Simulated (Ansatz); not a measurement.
ZrH₂SClF₃: several calculations on one system

## 1. Relaxation

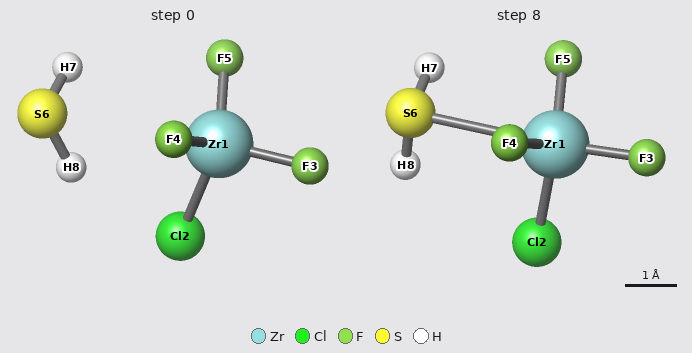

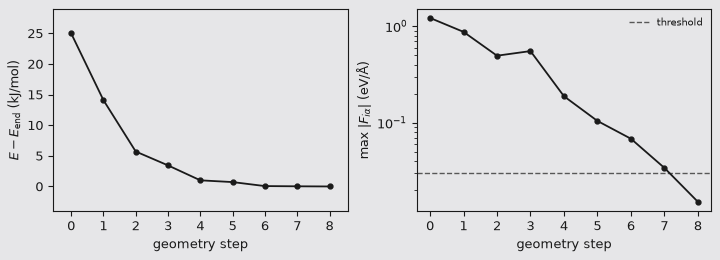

First and last geometry of a relaxation of ZrH2SClF3, with the history of the run. A ball-and-stick model, seen at a tilt.

The run prepares an end point of a later path (reaction) calculation, from a guessed geometry.

These are results of Ansatz, RKS PBE/def2-SVP, not measurements. (no spin polarisation; force threshold 0.03 eV/Å; at most 50 steps)

**Read the history and describe the run.**

It converged. Over 8 geometry steps the energy falls by 25.0 kJ/mol. Largest force component: 1.2 eV/Å at the start, 0.015 eV/Å at the end. The largest move after the best rigid fit is that of S6, 0.50 Å. Largest moves by element: S 0.50 Å, H 0.35 Å, F 0.24 Å, Cl 0.24 Å, Zr 0.23 Å. Some distances before and after: Zr1–S6 3.741 → 3.041 Å, Zr1–Cl2 2.483 → 2.386 Å, S6–H8 1.386 → 1.362 Å, Zr1–F5 1.902 → 1.918 Å. New bonds form, among them: Zr1–S6 (3.74 → 3.04 Å). Bond angles that change, for instance: F3–Zr1–F5 104.9° → 100.3°, Cl2–Zr1–F3 105.4° → 101.5°, Cl2–Zr1–F5 113.0° → 116.9°.

```json
{"step": "0", "E − E(0), kJ/mol": "0.00", "largest force component, eV/Å": "1.2186"}
{"step": "1", "E − E(0), kJ/mol": "-10.91", "largest force component, eV/Å": "0.8741"}
{"step": "2", "E − E(0), kJ/mol": "-19.30", "largest force component, eV/Å": "0.4953"}
{"step": "3", "E − E(0), kJ/mol": "-21.57", "largest force component, eV/Å": "0.5529"}
{"step": "4", "E − E(0), kJ/mol": "-24.01", "largest force component, eV/Å": "0.1885"}
{"step": "5", "E − E(0), kJ/mol": "-24.30", "largest force component, eV/Å": "0.1045"}
{"step": "6", "E − E(0), kJ/mol": "-24.95", "largest force component, eV/Å": "0.0684"}
{"step": "7", "E − E(0), kJ/mol": "-24.98", "largest force component, eV/Å": "0.0341"}
{"step": "8", "E − E(0), kJ/mol": "-25.01", "largest force component, eV/Å": "0.0152"}
```

Limits of the set-up: the start holds two separate molecules, 2.6 Å apart at their closest, whose relative position is a soft coordinate and is computed without a dispersion correction.

## 2. Relaxation

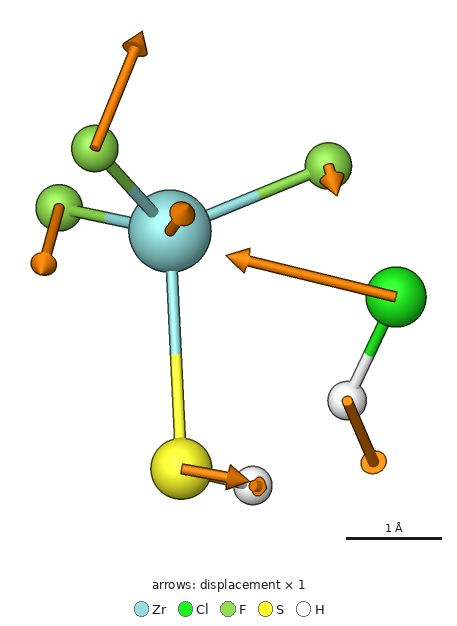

A relaxation of ZrH₂SClF₃. The starting structure is drawn; orange arrows show the displacements, at their true length. The two geometries are superimposed by the best rigid fit.

The picture is a ball-and-stick view, seen from a free direction.

The run prepares an end point of a later path (reaction) calculation, from a guessed geometry.

Method: RKS PBE/def2-SVP (Ansatz).

The input:
```yaml
crystal:
  periodic: [false, false, false]
  atoms:
    - { symbol: Zr, position_ang: [-0.612625, -0.062484, -0.499091] }
    - { symbol: Cl, position_ang: [-0.06709, 0.932065, 3.038643] }
    - { symbol: F, position_ang: [0.731795, -1.25017, 0.138813] }
    - { symbol: F, position_ang: [-0.143892, 1.776493, -0.621182] }
    - { symbol: F, position_ang: [-0.968332, -0.675556, -2.262617] }
    - { symbol: S, position_ang: [-2.776621, -0.342314, 0.789947] }
    - { symbol: H, position_ang: [-2.632196, -1.701639, 0.808508] }
    - { symbol: H, position_ang: [-1.291139, 0.450805, 2.767081] }
basis:
  gaussian: { orbitals: def2-SVP }
hamiltonian:
  xc: pbe
relax:
  f_tol: 0.03
  max_steps: 50
```

Run as
```bash
ansatz run input.yaml --threads 4 --pin off --max-ram 5120MiB --backend cpu --events-out ev --progress --plain --runs-dir out
```

Q: What happened in the run?

A: The energy falls by 22.8 kcal/mol in 33 accepted moves (36 points after the start). The largest force component goes from 0.76 to 0.021 eV/Å. The line search rejected the trial steps at points 15, 19, 24 of the run. The atom that moves furthest after the best rigid fit is Cl2 (1.87 Å). By element the largest moves are Cl 1.87 Å, H 1.72 Å, F 1.53 Å, Zr 0.75 Å, S 0.74 Å. Near-neighbour distances that change, for instance: Cl2–H8 1.343 → 3.618 Å, Zr1–Cl2 3.715 → 2.383 Å, S6–H8 2.597 → 1.362 Å, Zr1–S6 2.534 → 2.989 Å. New bonds form, among them: S6–H8 (2.60 → 1.36 Å), Zr1–Cl2 (3.72 → 2.38 Å). Bonds break, among them: Cl2–H8 (1.34 → 3.62 Å). Bond angles that change, for instance: F4–Zr1–S6 110.5° → 177.5°, F3–Zr1–S6 111.3° → 79.8°, F5–Zr1–S6 106.1° → 76.9°. The run took 69 s on 4 threads of Arm Neoverse V1, with other jobs on the host, peak memory 0.18 GiB.

Limits of the set-up: the start holds two separate molecules, 2.6 Å apart at their closest, whose relative position is a soft coordinate and is computed without a dispersion correction.

## 3. Path

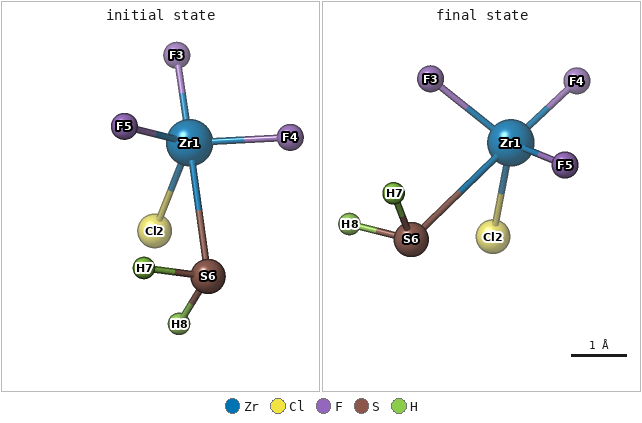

The two relaxed end points of a path for ZrH2SClF3. Style: ball-and-stick. Shown from a free direction.

The calculation used RKS PBE/def2-SVP (Ansatz).

Settings: 9 movable images; climbing image; force threshold 0.05 eV/Å; iteration limit 60.

Start:
```xyz
8

Zr    0.0210    0.0498    0.0424
Cl    0.3639   -0.0502    2.4016
F     1.8072   -0.0795   -0.6076
F    -0.5009    1.7436   -0.6723
F    -0.7574   -1.4947   -0.7876
S    -2.8931    0.1689    0.9034
H    -3.1367   -1.1484    0.6541
H    -2.6640   -0.0623    2.2262
```

End:
```xyz
8

Zr   -0.1794    0.4380   -0.0194
Cl   -0.2340    1.8567    1.8946
F     0.3376   -1.3789    0.3082
F     1.3526    1.0864   -0.9504
F    -1.5331    0.6748   -1.3550
S    -2.6468   -0.5787    1.3272
H    -2.8180   -1.7250    0.6074
H    -2.0390   -1.2461    2.3475
```

Predict the minimum-energy path and its barrier.

Forward barrier 0.235 eV, backward barrier 0.253 eV, with image 5 at the top; the reaction energy is −0.018 eV. No bond forms or breaks between the ends. Among the angles between lasting bonds that change up to the highest image: F3–Zr1–S6 176.1° → 128.9°, F4–Zr1–S6 79.0° → 121.4°. The band converged in 17 iterations. The largest component of the band force went from 34 to 0.038 eV/Å. The climbing image converged on the top of the path. Its vibrational analysis gives one imaginary mode (48i cm⁻¹), as a transition state must have.

Energies of the converged images:

```json
{"image": "0", "path (Å)": "0.00", "E (eV)": "0.000"}
{"image": "1", "path (Å)": "0.47", "E (eV)": "0.021"}
{"image": "2", "path (Å)": "0.95", "E (eV)": "0.088"}
{"image": "3", "path (Å)": "1.42", "E (eV)": "0.163"}
{"image": "4", "path (Å)": "1.89", "E (eV)": "0.217"}
{"image": "5", "path (Å)": "2.37", "E (eV)": "0.235"}
{"image": "6", "path (Å)": "2.90", "E (eV)": "0.214"}
{"image": "7", "path (Å)": "3.44", "E (eV)": "0.156"}
{"image": "8", "path (Å)": "3.97", "E (eV)": "0.078"}
{"image": "9", "path (Å)": "4.50", "E (eV)": "0.009"}
{"image": "10", "path (Å)": "5.04", "E (eV)": "-0.018"}
```

The geometry at the top of the path:

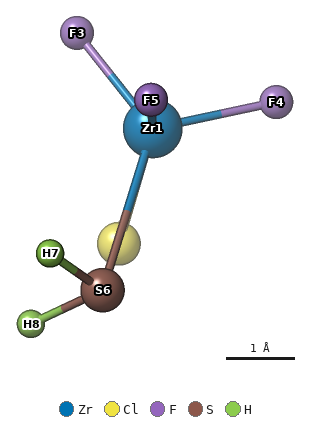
